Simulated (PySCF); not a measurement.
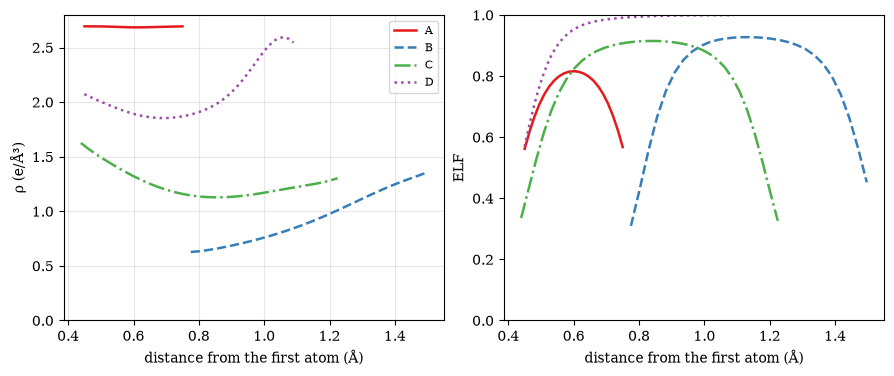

C$_{4}$H$_{8}$SSi. Total electron density and electron localisation function along straight lines between neighbouring atoms. The curves leave out the atomic cores.

Geometry: GFN2-xTB.

These are results of PBE0/def2-SVPD, SCF density, gas phase in PySCF 2.14.0, not measurements.

| atom | x (Å) | y (Å) | z (Å) |
| --- | --- | --- | --- |
| C | -2.5156 | -0.2993 | 1.0256 |
| C | -1.5096 | 0.3241 | 0.1953 |
| C | -0.7018 | 0.8435 | -0.5238 |
| C | 0.3259 | 1.4669 | -1.3130 |
| S | 1.8444 | 1.8227 | -0.3213 |
| Si | 2.4663 | -0.1591 | 0.1866 |
| H | -2.5683 | -1.3674 | 0.8153 |
| H | -2.2661 | -0.1564 | 2.0768 |
| H | -3.4898 | 0.1488 | 0.8312 |
| H | -0.0020 | 2.4396 | -1.6813 |
| H | 0.6196 | 0.8351 | -2.1529 |
| H | 2.6326 | -0.8987 | -1.0614 |
| H | 1.4446 | -0.7836 | 1.0163 |
| H | 3.7192 | 0.0634 | 0.8845 |

### Which curve belongs to which contact (C–C, C–H, C–S and Si–S)? The first atom named is at distance zero.

Curve A: C–C (1.20 Å): ρ is about 2.7 e/Å³ halfway; the ELF peaks at about 0.80 between the atoms: a multiple bond. Curve B: Si–S (2.14 Å): ρ at the midpoint is about 0.82 e/Å³; the ELF peaks at about 0.95 between the atoms, as expected for a shared electron pair. Curve C: C–S (1.85 Å): the density is about 1.1 e/Å³ at the midpoint; the ELF peaks at about 0.90 between the atoms; a covalent bond. Curve D: C–H (1.09 Å): ρ is about 1.9 e/Å³ halfway; the ELF climbs to about 1 towards the hydrogen, as it does in any bond to H; a covalent bond by its length.
